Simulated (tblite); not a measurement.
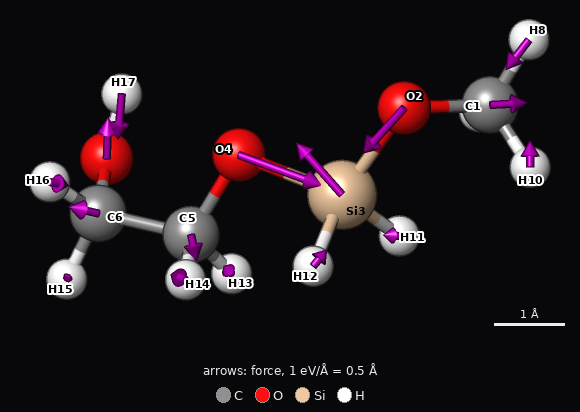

Starting geometry of C$_{3}$H$_{10}$O$_{3}$Si with the computed forces as purple arrows. The picture is a ball-and-stick view, seen at a tilt.

Computed with GFN2-xTB geometry optimisation, gas phase (tblite 0.8.0). 

Q: Is this structure relaxed? If not, where do the atoms go?

A: It isn't relaxed: the largest force vector, on an O atom, is 2.81 eV/Å. The final displacements have little in common with the starting forces (cosine between the two patterns 0.24). Over 127 geometry steps the energy falls by 25.6 kcal/mol. An H atom moves most after the best rigid fit: 1.06 Å. Largest moves by element: H 1.06 Å, O 0.89 Å, Si 0.55 Å, C 0.32 Å. Near-neighbour distances that change, for instance: O–Si 1.747 → 1.612 Å, O–Si 1.682 → 1.611 Å, C–H 1.124 → 1.090 Å, H–O 1.000 → 0.966 Å. Bond angles that change, for instance: Si–O–C 105.0° → 125.8°, C–O–Si 108.9° → 125.8°, O–Si–O 111.6° → 99.0°. Groups turn about O–Si by about 60°, C–O by about 20°. The run took 0.63 s on 1 thread of Arm Neoverse V2 (shared host).
